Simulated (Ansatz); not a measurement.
# CuSnF6 (database structure, charge -1): how the settings move a single-point run

Aim: see which settings change the result for CuSnF6 (database structure, charge -1), by how much, and at what cost.

Program: Ansatz 0.2.0. Level of theory: reference: DFT r2SCAN+U, plane waves, PAW, scalar-relativistic, collinear spin. These are calculated values, not measurements.

### Step 1. The structure to begin with

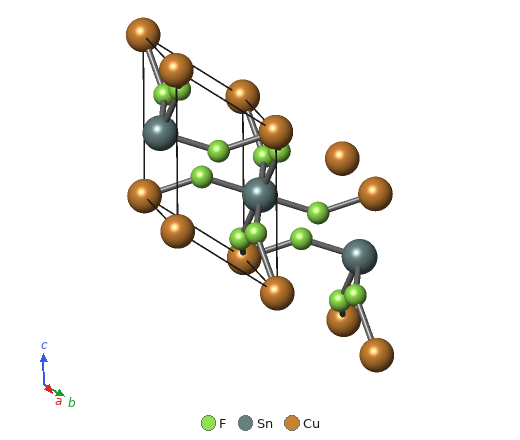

Start, viewed slightly off an axis; fluorine green, tin teal, copper orange. 1×2×1 cells are drawn. Atoms on the faces are drawn again on the opposite ones.

Cell or atoms stand a little off a more symmetric structure (R-3 at a tolerance of 0.3 Å), so results at this geometry aren't those of that ideal crystal.

As a file:

```
CELL_PARAMETERS angstrom
5.55984 0.00000 0.00000
-2.28766 4.62264 0.00000
-0.23379 -3.10095 4.31322
ATOMIC_POSITIONS crystal
F 0.74800 0.11800 0.87100
F 0.25200 0.88200 0.12900
F 0.73700 0.87600 0.26600
F 0.26300 0.12400 0.73400
Sn 0.50000 0.00000 0.50000
Cu 0.00000 0.00000 0.00000
F 0.25000 0.49700 0.36400
F 0.75000 0.50300 0.63600
```

### Step 2. Baseline

File input.yaml:

```yaml
crystal:
  lattice:
    - [5.55984396, 0.0, 0.0]
    - [-2.28765907, 4.62264199, 0.0]
    - [-0.23379028, -3.10095422, 4.31321843]
  atoms:
    - { symbol: F, position: [0.748, 0.118, 0.871] }
    - { symbol: F, position: [0.252, 0.882, 0.129] }
    - { symbol: F, position: [0.737, 0.876, 0.266] }
    - { symbol: F, position: [0.263, 0.124, 0.734] }
    - { symbol: Sn, position: [0.5, 0.0, 0.5] }
    - { symbol: Cu, position: [0.0, 0.0, 0.0] }
    - { symbol: F, position: [0.25, 0.497, 0.364] }
    - { symbol: F, position: [0.75, 0.503, 0.636] }
kpoints:
  mp_grid: { grid: [4, 5, 4], shift: [0.5, 0.5, 0.0] }
magnetization:
  spin_polarized: true
scf:
  occupations: { method: fermi_dirac }
hamiltonian:
  pseudopotentials: { kind: paw }
  xc: r2scan
  hubbard:
    projectors: all-electron-ortho-atomic
    sites: [{ species: Cu, l: d, u_eff: 2.67 }]
total_charge: -1
basis:
  ecutwfc: 500
output:
  forces: true
  stress: true
  eigenvalues: true
```

Run with:

```bash
$ ansatz run input.yaml --threads 1 --pin off --max-ram 2560MiB --backend cpu --events-out ev --progress --plain --runs-dir out
```

Standard output, shortened:

```text
Warning: RAYON_NUM_THREADS=1 ignored (pool sized by the plan → 1); use --threads N
F: projections on atomic orbitals take those of the free atom [He] 2s2 2p5, of charge +0.00 (hamiltonian.pseudopotentials.projection_atoms); the dataset's partial waves leave at most 1.6e-8 of an orbital's norm unspanned inside its sphere
Sn: projections on atomic orbitals take those of the free atom [Kr] 4d10 5s2 5p2, of charge +0.00 (hamiltonian.pseudopotentials.projection_atoms); the dataset's partial waves leave at most 5.0e-6 of an orbital's norm unspanned inside its sphere
Cu: projections on atomic orbitals take those of the free atom [Ne] 3s2 3p6 3d10 4s1, of charge +0.00 (hamiltonian.pseudopotentials.projection_atoms); the dataset's partial waves leave at most 2.0e-6 of an orbital's norm unspanned inside its sphere
band count auto-derived: 47 (N_el = 76.0; filled up to band 38; 46 by the electrons, moments and atoms)
[...]
Pseudopotentials: kind: paw
Pseudopotential: F, paw, valence charge 7, recommended cutoff 500 eV (meta_gga), F.paw.azcp
Pseudopotential: Sn, paw, valence charge 14, recommended cutoff 500 eV (meta_gga), Sn.paw.azcp
Pseudopotential: Cu, paw, valence charge 19, recommended cutoff 500 eV (meta_gga), Cu.paw.azcp
Functional definition: r2SCAN
[...]
Crystal: 8 atoms, lattice volume = 110.855 Å³
Basis set: ecut = 500 eV, 2811 PW (Γ), exchange–correlation on 180×160×160 points (64 copies of the dense FFT grid, shifted against one another)
[...]
SCF iter  15: F=-17524.160583 eV  HF=-17524.160583 eV  |F-HF|=1.51e-9  |Δ(HF+E_count)|=   1.54e-8  Δρ=5.88e-7 (↑5.88e-7 ↓5.88e-7)  dr2=1.62e-9  dr2_τ=2.13e-11  dr2_m=0.00e0  M=0.000 μB ∫|m|=0.000 μB  ethr=1.32e-10  ⟨swp⟩=9.8  Hψ=7715  notcnv=0
[...]
SCF converged after 15 iterations
Magnetization: 0.0000 μB (38.0000 up, 38.0000 down)
Absolute magnetization: 0.0000 μB (∫|ρ↑−ρ↓|)
Spin contamination: 0.0000 ħ² per cell (⟨S²⟩ above its minimum at these occupations)
Per-site moments (μB) at R_I (Å): [(0.0, 0.814202989782533), (0.0, 0.8142029897825329), (0.0, 0.8024621899497978), (0.0, 0.8024621899497973), (0.0, 0.8024621899497973), (0.0, 0.8103287037924529), (0.0, 0.8103287037924529), (0.0, 0.8103287037924529)]
Free energy (F): -17524.160583 eV
[...]
E sigma→0 (E₀):  -17524.155138 eV
Entropy (-TS):   -0.010892 eV (-1.361 meV/atom)
Fermi energy:    6.478997 eV
[...]
--- Forces (eV/Å), atoms counted from 1 ---
  atom   1  F     -0.93173821     0.56382546    -0.32762152
  atom   2  F      0.93173821    -0.56382546     0.32762152
  atom   3  F      0.16165868    -0.26631413    -0.00669813
  atom   4  F     -0.16165868     0.26631413     0.00669813
  atom   5  Sn     0.00000000     0.00000000     0.00000000
  atom   6  Cu     0.00000000     0.00000000     0.00000000
  atom   7  F      0.10548280     0.81882718     0.94877699
  atom   8  F     -0.10548280    -0.81882718    -0.94877699
[...]
--- Stress (GPa, compression-positive) ---
        6.420815      -1.192073       0.250805
       -1.192071       3.310085       1.269197
        0.250807       1.269197       5.010062
  P = ⅓ Tr σ = 4.9137 GPa (49.137 kbar)
--- Band table (eV; the first three rows and the last of 80) ---
[...]
Occupation matrices written to <dir>
```

Wall time 24 s (1 thread of an x86-64 CPU, shared host); peak memory 1.2 GiB.

### Step 3. Changed: dr2_threshold 1.0e-09, mixing.algorithm anderson, mixing.beta 0.2

Changes to input.yaml since step 2:

```diff
@@ -20,2 +20,4 @@
   occupations: { method: fermi_dirac }
+  convergence: { dr2_threshold: 1.0e-09 }
+  mixing: { algorithm: anderson, beta: 0.2 }
 hamiltonian:
```

Run with:

```bash
$ ansatz run input.yaml --threads 1 --pin off --max-ram 2560MiB --backend cpu --events-out ev --progress --plain --runs-dir out
```

Standard output, shortened:

```text
Warning: output.stress: scf.convergence.dr2_threshold = 1e-9 eV is looser than the 8e-10 eV advised for a printed stress (1e-10 eV for each atom of the cell: 8). What an SCF threshold leaves in a stress goes as its square root, and in the free energy as the threshold itself, and one [...]
Warning: RAYON_NUM_THREADS=1 ignored (pool sized by the plan → 1); use --threads N
F: projections on atomic orbitals take those of the free atom [He] 2s2 2p5, of charge +0.00 (hamiltonian.pseudopotentials.projection_atoms); the dataset's partial waves leave at most 1.6e-8 of an orbital's norm unspanned inside its sphere
Sn: projections on atomic orbitals take those of the free atom [Kr] 4d10 5s2 5p2, of charge +0.00 (hamiltonian.pseudopotentials.projection_atoms); the dataset's partial waves leave at most 5.0e-6 of an orbital's norm unspanned inside its sphere
[...]
Per-site moments (μB) at R_I (Å): [(0.0, 0.814202989782533), (0.0, 0.8142029897825329), (0.0, 0.8024621899497978), (0.0, 0.8024621899497973), (0.0, 0.8024621899497973), (0.0, 0.8103287037924529), (0.0, 0.8103287037924529), (0.0, 0.8103287037924529)]
Free energy (F): -17524.160583 eV
[...]
E sigma→0 (E₀):  -17524.155138 eV
Entropy (-TS):   -0.010891 eV (-1.361 meV/atom)
Fermi energy:    6.478992 eV
[...]
--- Forces (eV/Å), atoms counted from 1 ---
  atom   1  F     -0.93174111     0.56382753    -0.32761607
  atom   2  F      0.93174111    -0.56382753     0.32761607
  atom   3  F      0.16166192    -0.26631567    -0.00669827
  atom   4  F     -0.16166192     0.26631567     0.00669827
  atom   5  Sn     0.00000000     0.00000000     0.00000000
  atom   6  Cu     0.00000000     0.00000000     0.00000000
  atom   7  F      0.10548078     0.81882508     0.94878218
  atom   8  F     -0.10548078    -0.81882508    -0.94878218
[...]
--- Stress (GPa, compression-positive) ---
        6.420832      -1.192099       0.250845
       -1.192097       3.310111       1.269173
        0.250847       1.269172       5.010104
  P = ⅓ Tr σ = 4.9137 GPa (49.137 kbar)
--- Band table (eV; the first three rows and the last of 80) ---
[...]
Occupation matrices written to <dir>
```

Wall time 30 s (1 thread of an x86-64 CPU, shared host); peak memory 1.2 GiB.

The changed convergence setting and mixing doesn't alter the result here (within 0.5 meV/atom). Cost: 22 SCF cycles against 15.

### Step 4. Changing settings: xc_grid 3

Changes to input.yaml since step 2:

```diff
@@ -29,2 +29,3 @@
   ecutwfc: 500
+  xc_grid: 3
 output:
```

Run with:

```bash
$ ansatz run input.yaml --threads 1 --pin off --max-ram 2560MiB --backend cpu --events-out ev --progress --plain --runs-dir out
```

Standard output, shortened:

```text
Warning: RAYON_NUM_THREADS=1 ignored (pool sized by the plan → 1); use --threads N
F: projections on atomic orbitals take those of the free atom [He] 2s2 2p5, of charge +0.00 (hamiltonian.pseudopotentials.projection_atoms); the dataset's partial waves leave at most 1.6e-8 of an orbital's norm unspanned inside its sphere
Sn: projections on atomic orbitals take those of the free atom [Kr] 4d10 5s2 5p2, of charge +0.00 (hamiltonian.pseudopotentials.projection_atoms); the dataset's partial waves leave at most 5.0e-6 of an orbital's norm unspanned inside its sphere
Cu: projections on atomic orbitals take those of the free atom [Ne] 3s2 3p6 3d10 4s1, of charge +0.00 (hamiltonian.pseudopotentials.projection_atoms); the dataset's partial waves leave at most 2.0e-6 of an orbital's norm unspanned inside its sphere
band count auto-derived: 47 (N_el = 76.0; filled up to band 38; 46 by the electrons, moments and atoms)
[...]
Free energy (F): -17524.160528 eV
[...]
E sigma→0 (E₀):  -17524.155083 eV
Entropy (-TS):   -0.010891 eV (-1.361 meV/atom)
Fermi energy:    6.479017 eV
[...]
--- Forces (eV/Å), atoms counted from 1 ---
  atom   1  F     -0.93176350     0.56384270    -0.32763948
  atom   2  F      0.93176350    -0.56384270     0.32763948
  atom   3  F      0.16161177    -0.26632750    -0.00666820
  atom   4  F     -0.16161177     0.26632750     0.00666820
  atom   5  Sn     0.00000000     0.00000000     0.00000000
  atom   6  Cu     0.00000000     0.00000000     0.00000000
  atom   7  F      0.10548680     0.81884239     0.94880000
  atom   8  F     -0.10548680    -0.81884239    -0.94880000
[...]
--- Stress (GPa, compression-positive) ---
        6.420748      -1.192109       0.250918
       -1.192107       3.310189       1.269240
        0.250919       1.269240       5.010079
  P = ⅓ Tr σ = 4.9137 GPa (49.137 kbar)
--- Band table (eV; the first three rows and the last of 80) ---
[...]
Occupation matrices written to <dir>
```

Run time: 21 s. Hardware: 1 thread of an x86-64 CPU, shared host; peak memory 1 GiB.

Changing the numerical grids hardly moves the energy: 0.0 meV/atom.

### Step 5. Changed: lower_state_search standard

Changes to input.yaml since step 2:

```diff
@@ -20,2 +20,3 @@
   occupations: { method: fermi_dirac }
+  lower_state_search: standard
 hamiltonian:
```

Run with:

```bash
$ ansatz run input.yaml --threads 1 --pin off --max-ram 2560MiB --backend cpu --events-out ev --progress --plain --runs-dir out
```

Standard output, shortened:

```text
Warning: RAYON_NUM_THREADS=1 ignored (pool sized by the plan → 1); use --threads N
F: projections on atomic orbitals take those of the free atom [He] 2s2 2p5, of charge +0.00 (hamiltonian.pseudopotentials.projection_atoms); the dataset's partial waves leave at most 1.6e-8 of an orbital's norm unspanned inside its sphere
Sn: projections on atomic orbitals take those of the free atom [Kr] 4d10 5s2 5p2, of charge +0.00 (hamiltonian.pseudopotentials.projection_atoms); the dataset's partial waves leave at most 5.0e-6 of an orbital's norm unspanned inside its sphere
Cu: projections on atomic orbitals take those of the free atom [Ne] 3s2 3p6 3d10 4s1, of charge +0.00 (hamiltonian.pseudopotentials.projection_atoms); the dataset's partial waves leave at most 2.0e-6 of an orbital's norm unspanned inside its sphere
[...]
[... 1 set-up line as earlier in the session ...]
[...]
Free energy (F): -17524.160583 eV
[...]
E sigma→0 (E₀):  -17524.155133 eV
Entropy (-TS):   -0.010900 eV (-1.362 meV/atom)
Fermi energy:    6.479127 eV
[...]
--- Forces (eV/Å), atoms counted from 1 ---
  atom   1  F     -0.93166652     0.56378632    -0.32756639
  atom   2  F      0.93166652    -0.56378632     0.32756639
  atom   3  F      0.16172007    -0.26630540    -0.00673328
  atom   4  F     -0.16172007     0.26630540     0.00673328
  atom   5  Sn     0.00000000     0.00000000     0.00000000
  atom   6  Cu     0.00000000     0.00000000     0.00000000
  atom   7  F      0.10547088     0.81874632     0.94871660
  atom   8  F     -0.10547088    -0.81874632    -0.94871660
[...]
--- Stress (GPa, compression-positive) ---
        6.419869      -1.192288       0.251137
       -1.192287       3.309198       1.269424
        0.251137       1.269424       5.009165
  P = ⅓ Tr σ = 4.9127 GPa (49.127 kbar)
--- Band table (eV; the first three rows and the last of 80) ---
[...]
Occupation matrices written to <dir>
```

Wall time 77 s (1 thread of an x86-64 CPU, shared host); peak memory 1.2 GiB.

The changed input (search for lower states) leaves the energy the same to the digits printed. Cost: 12 SCF cycles against 15, 77 s against 24 s.

### Step 6. Variant: chi_scale 0.3

Changes to input.yaml since step 2:

```diff
@@ -20,2 +20,3 @@
   occupations: { method: fermi_dirac }
+  initial_density: { chi_scale: 0.3 }
 hamiltonian:
```

Run with:

```bash
$ ansatz run input.yaml --threads 1 --pin off --max-ram 2560MiB --backend cpu --events-out ev --progress --plain --runs-dir out
```

Standard output, shortened:

```text
Warning: RAYON_NUM_THREADS=1 ignored (pool sized by the plan → 1); use --threads N
F: projections on atomic orbitals take those of the free atom [He] 2s2 2p5, of charge +0.00 (hamiltonian.pseudopotentials.projection_atoms); the dataset's partial waves leave at most 1.6e-8 of an orbital's norm unspanned inside its sphere
Sn: projections on atomic orbitals take those of the free atom [Kr] 4d10 5s2 5p2, of charge +0.00 (hamiltonian.pseudopotentials.projection_atoms); the dataset's partial waves leave at most 5.0e-6 of an orbital's norm unspanned inside its sphere
Cu: projections on atomic orbitals take those of the free atom [Ne] 3s2 3p6 3d10 4s1, of charge +0.00 (hamiltonian.pseudopotentials.projection_atoms); the dataset's partial waves leave at most 2.0e-6 of an orbital's norm unspanned inside its sphere
band count auto-derived: 47 (N_el = 76.0; filled up to band 38; 46 by the electrons, moments and atoms)
[...]
Free energy (F): -17524.160583 eV
[...]
E sigma→0 (E₀):  -17524.155136 eV
Entropy (-TS):   -0.010895 eV (-1.362 meV/atom)
Fermi energy:    6.478985 eV
[...]
--- Forces (eV/Å), atoms counted from 1 ---
  atom   1  F     -0.93162250     0.56376873    -0.32751487
  atom   2  F      0.93162250    -0.56376873     0.32751487
  atom   3  F      0.16178330    -0.26628509    -0.00676388
  atom   4  F     -0.16178330     0.26628509     0.00676388
  atom   5  Sn     0.00000000     0.00000000     0.00000000
  atom   6  Cu     0.00000000     0.00000000     0.00000000
  atom   7  F      0.10545142     0.81868741     0.94869169
  atom   8  F     -0.10545142    -0.81868741    -0.94869169
[...]
--- Stress (GPa, compression-positive) ---
        6.420234      -1.192233       0.250863
       -1.192231       3.309157       1.269340
        0.250863       1.269341       5.009396
  P = ⅓ Tr σ = 4.9129 GPa (49.129 kbar)
--- Band table (eV; the first three rows and the last of 80) ---
[...]
Occupation matrices written to <dir>
```

Wall time 27 s (1 thread of an x86-64 CPU, shared host); peak memory 1.1 GiB.

The changed start doesn't alter the result here (within 0.5 meV/atom). Cost: 17 SCF cycles against 15.

### Step 7. All runs together

```tsv
run	ending	energy change	pressure (GPa)	gap (eV)	force (eV/Å)	cycles	time
reference	converged	0	4.9	0.46	1.26	15	24 s
1: dr2_threshold 1.0e-09, mixing.algorithm anderson, mixing.beta 0.2	converged	0.0 meV/atom	4.9	0.46	1.26	22	30 s
2: xc_grid 3	converged	0.0 meV/atom	4.9	0.46	1.26	15	21 s
3: lower_state_search standard	converged	0.0 meV/atom	4.9	0.46	1.26	12	77 s
4: chi_scale 0.3	converged	0.0 meV/atom	4.9	0.46	1.26	17	27 s
```

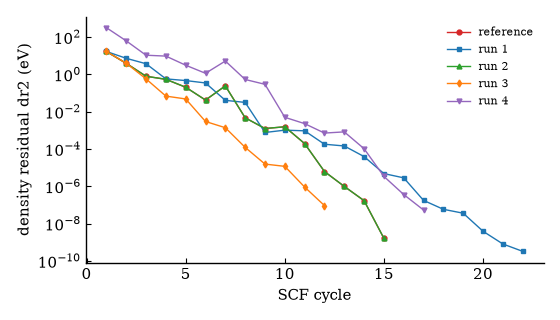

Residual by cycle in the longest SCF loop of each run; runs are numbered as in the table.

**Reading.** Of the converged runs whose energies compare with the reference's, none moves it noticeably. Of the variants the dearest is «lower_state_search standard» (77 s), the cheapest «xc_grid 3» (21 s), on a shared host.

The reference is no final answer either: the charged cell sits in a uniform background, which enters energy and pressure.
